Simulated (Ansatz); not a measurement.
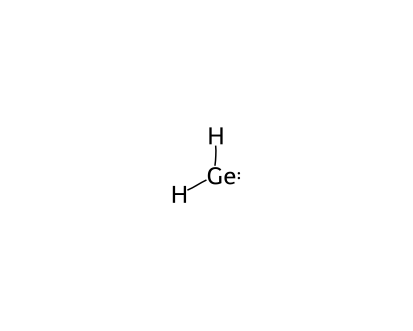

Source: calculation with Ansatz.

### Write the SMILES.

[GeH2]

### Give the formula, hydrogens included.

GeH2.

### An optimisation with PBE0-D4/def2-TZVP gave a structure of which point group?

C2v.
